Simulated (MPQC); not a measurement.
**A workflow on H2S2 (SMILES SS)**

We compute the energy (MP2/pcseg-0), then the energy (MP2/pcseg-1), then the energy (MP2/pcseg-2) of H2S2. 

The calculation is run with MPQC 2.3.1.

7 further runs of the same task are left out: 4 that didn't finish, 3 set aside as unsound or not needed.

## Step 1: The system as given

H2S2 has 4 atoms, charge 0, and is taken as a singlet. SMILES: `SS`. Geometry: relaxed at GFN2-xTB.

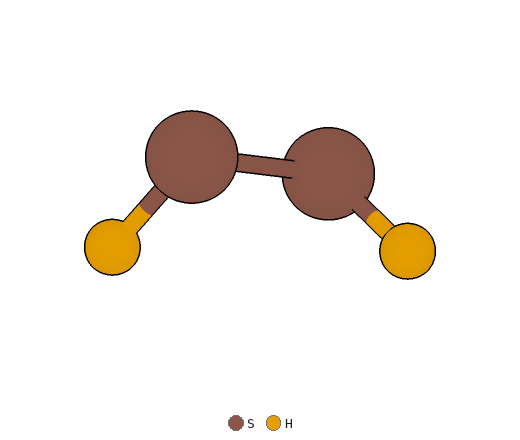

The structure, seen from a chosen angle (sulfur brown, hydrogen amber).

## Step 2: A single-point energy at MP2/pcseg-0 (run 1)

File run.in:

```
% emacs should use -*- KeyVal -*- mode
molecule<Molecule>: (
   symmetry = c1
   unit = angstrom
   { atoms geometry } = {
      S  [ 0.766910      -0.797130       0.143430 ]
      S  [ 0.033670       1.111880       0.078440 ]
      H  [ -0.206390      -1.349250       0.881770 ]
      H  [ -0.594200       1.034510      -1.103650 ]
   }
)
basis<GaussianBasisSet>: (
   name = "pcseg-0"
   molecule = $:molecule
   basisdir = "."
   puream = yes
)
mpqc: (
   checkpoint = no
   savestate = no
   restart = no
   do_energy = yes
   do_gradient = no
   optimize = no
   mole<MBPT2>: (
      molecule = $:molecule
      basis = $:basis
      memory = 1000000000
      method = mp
      nfzc = 10
      reference<CLHF>: (
         molecule = $:molecule
         basis = $:basis
         total_charge = 0
         memory = 1000000000
         print_evals = yes
         maxiter = 70
         value_accuracy = 1e-08
         guess_wavefunction<CLHF>: (
            molecule = $:molecule
            total_charge = 0
            memory = 1000000000
            value_accuracy = 1e-3
            basis<GaussianBasisSet>: (
               name = "MINI (Huzinaga)"
               molecule = $:molecule
            )
         )
      )
   )
)
```

The basis set pcseg-0 is read from a file made from the Basis Set Exchange's data (not shown).

Started as:

```bash
$ mpqc -o run.out run.in
```

What it wrote, cut to the lines that bear on the results:

```text
MPQC: Massively Parallel Quantum Chemistry
[...]
  LUMO is    18   A =   0.106816
  total scf energy = -795.1479921430
[...]
  MP2 correlation energy [au]:         -0.110066038562
  MP2 energy [au]:                   -795.258058181570
Value of the MolecularEnergy: -795.2580581816
[...]
        symmetry = c1
[...]
```

Wall time 0.54 s (1 thread of Arm Neoverse N1, shared host); peak memory 0.083 GiB.

## Step 3: The energy at MP2/pcseg-1 (run 2)

run.in, as its differences from that of step 2:

```diff
@@ -12,3 +12,3 @@
 basis<GaussianBasisSet>: (
-   name = "pcseg-0"
+   name = "pcseg-1"
    molecule = $:molecule
```

The basis set pcseg-1 is read from a file made from the Basis Set Exchange's data (not shown).

Started as:

```bash
$ mpqc -o run.out run.in
```

What it wrote, cut to the lines that bear on the results:

```text
MPQC: Massively Parallel Quantum Chemistry
[...]
  LUMO is    18   A =   0.096777
  total scf energy = -796.1580170660
[...]
  MP2 correlation energy [au]:         -0.256756997976
  MP2 energy [au]:                   -796.414774064022
Value of the MolecularEnergy: -796.4147740640
[...]
        symmetry = c1
[...]
```

Run time: 2.5 s. Hardware: 1 thread of Arm Neoverse N1, shared host; peak memory 0.14 GiB.

## Step 4: The energy at MP2/pcseg-2 (run 3)

run.in, as its differences from that of step 3:

```diff
@@ -12,3 +12,3 @@
 basis<GaussianBasisSet>: (
-   name = "pcseg-1"
+   name = "pcseg-2"
    molecule = $:molecule
```

The basis set pcseg-2 is read from a file made from the Basis Set Exchange's data (not shown).

Started as:

```bash
$ mpqc -o run.out run.in
```

What it wrote, cut to the lines that bear on the results:

```text
MPQC: Massively Parallel Quantum Chemistry
[...]
  LUMO is    18   A =   0.097682
  total scf energy = -796.2487390405
[...]
  MP2 correlation energy [au]:         -0.338861147625
  MP2 energy [au]:                   -796.587600188148
Value of the MolecularEnergy: -796.5876001881
[...]
        symmetry = c1
[...]
```

It took 30 s on 1 thread of Arm Neoverse N1, shared host; peak memory 0.49 GiB.

## Step 5: Summary of results

```
                                                        quantity          value
                                run 1, MP2/pcseg-0: total energy  -795.25806 Eh
         run 1, MP2/pcseg-0: HOMO energy (Hartree–Fock orbitals)      -10.75 eV
         run 1, MP2/pcseg-0: LUMO energy (Hartree–Fock orbitals)        2.91 eV
       run 1, MP2/pcseg-0: HOMO–LUMO gap (Hartree–Fock orbitals)       13.66 eV
run 1, MP2/pcseg-0: correlation energy (10 core orbitals frozen)     -110.1 mEh
                                run 2, MP2/pcseg-1: total energy  -796.41477 Eh
         run 2, MP2/pcseg-1: HOMO energy (Hartree–Fock orbitals)      -10.43 eV
         run 2, MP2/pcseg-1: LUMO energy (Hartree–Fock orbitals)        2.63 eV
       run 2, MP2/pcseg-1: HOMO–LUMO gap (Hartree–Fock orbitals)       13.06 eV
run 2, MP2/pcseg-1: correlation energy (10 core orbitals frozen)     -256.8 mEh
                                run 3, MP2/pcseg-2: total energy  -796.58760 Eh
         run 3, MP2/pcseg-2: HOMO energy (Hartree–Fock orbitals)      -10.35 eV
         run 3, MP2/pcseg-2: LUMO energy (Hartree–Fock orbitals)        2.66 eV
       run 3, MP2/pcseg-2: HOMO–LUMO gap (Hartree–Fock orbitals)       13.00 eV
run 3, MP2/pcseg-2: correlation energy (10 core orbitals frozen)     -338.9 mEh
```
